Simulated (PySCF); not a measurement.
## Electronic structure of H₁₁NOSi₄ (SMILES N[Si]([SiH3])([SiH3])O[SiH3]) in real space

Input

```
{"job": {"kind": "nmr", "xc": "PBE0", "basis": "pcSseg-1"}, "charge": 0, "multiplicity": 1}
Si    -0.125766    -0.345396     0.152928
Si    -1.796883    -0.763863     1.737712
Si    -0.697186    -0.915943    -2.049524
O      0.127597     1.315850     0.188618
Si     1.362713     2.383218    -0.102411
N      1.259390    -1.282612     0.575494
H     -2.245313    -2.189360     1.659957
H     -2.979461     0.123256     1.516004
H     -1.262502    -0.512356     3.114953
H      0.477704    -0.690696    -2.953075
H     -1.097443    -2.354268    -2.147907
H     -1.830324    -0.067988    -2.532270
H      2.132722     1.983710    -1.322676
H      0.778017     3.737176    -0.313399
H      2.305783     2.432407     1.056237
H      1.991795    -1.496519    -0.091655
H      1.589749    -1.356990     1.531042
```

Command:

```sh
OMP_NUM_THREADS=1 python cluster_run.py task.json out
```

Geometry: PBE0-D3(BJ)/def2-SVP.

Computed with PySCF, PBE0/pcSseg-1, SCF density, gas phase, non-relativistic.

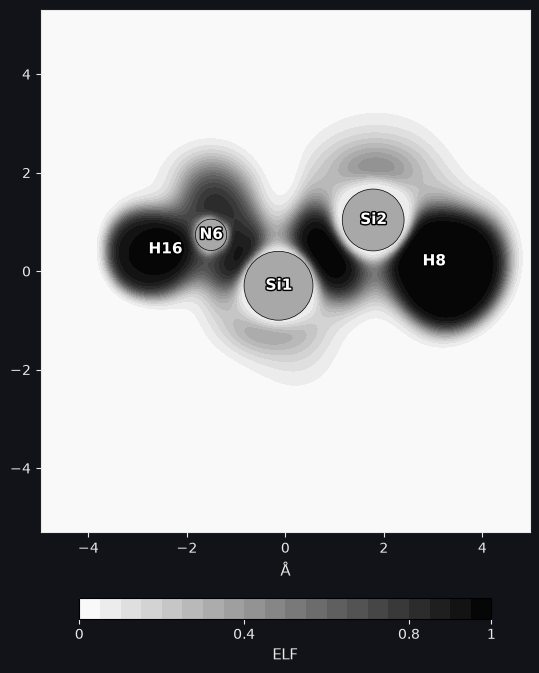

Figure 1. Electron localisation function on the plane of atoms Si1, Si2 and H8. Grey discs cover the atomic cores.

### Describe what can be read from this map.

- The plane passes through Si, N and H nuclei.
- Si–N (1.72 Å): the ELF peaks at about 0.90 between the atoms, as expected for a shared but strongly polarised pair.
- Si–Si (2.34 Å): the ELF peaks at about 1 between the atoms (a shared electron pair).
- N–H (1.01 Å): the ELF climbs to about 1 towards the hydrogen, as it does in any bond to H (an ordinary covalent bond to hydrogen).
- Si–H (1.49 Å): the ELF climbs to about 1 towards the hydrogen.

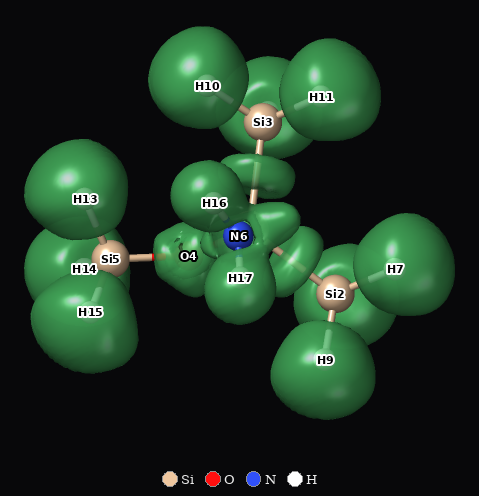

Figure 2. Isosurface of the electron localisation function at 0.8 (green), seen across its widest extent. Core shells and regions of very low density are left out.

### What do the ELF domains correspond to?

The ELF exceeds this value in two regions between bonded Si–Si atoms (shared pairs), nine regions around hydrogen nuclei, one region wrapped around O (its lone pairs, merged into a ring or cap) and one joined region spread over several atoms (H, N), in which their bonds and any lone pairs are merged. Along the contacts the grid gives the following. Si–O (1.66 Å): the ELF peaks at about 0.85 between the atoms, as expected for a polar covalent bond.

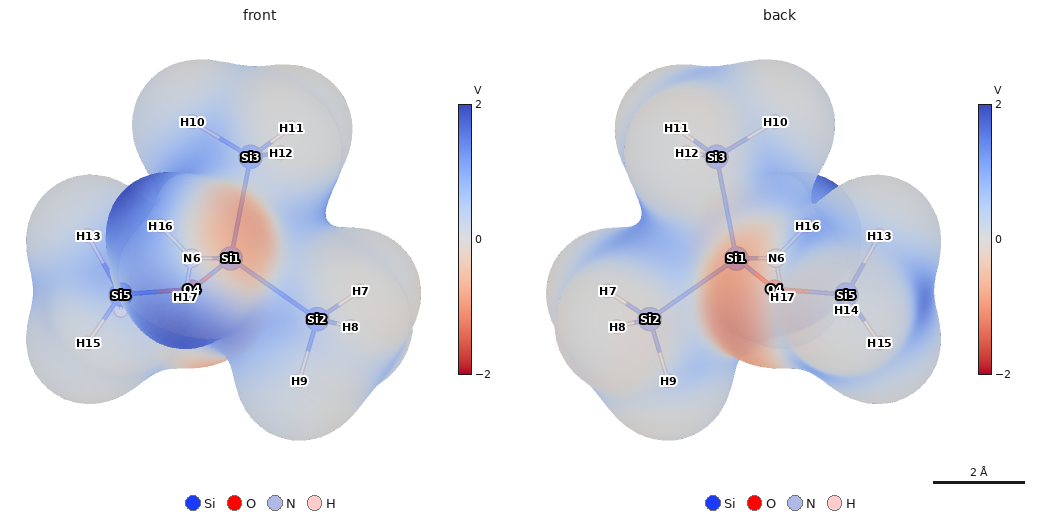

Figure 3. The electrostatic potential painted on the density surface at 0.002 e/bohr³, seen from the front and from behind; the colour scale runs from red (negative) to blue (positive).

### Where is the surface potential most negative and most positive?

The most negative region (about −1.0 V) lies over O4, the most positive (about +1.8 V) over H16 and H17. O4 is the likeliest acceptor of a hydrogen bond.

### What dipole moment does the calculation give?

Its dipole moment is 1.92 D.
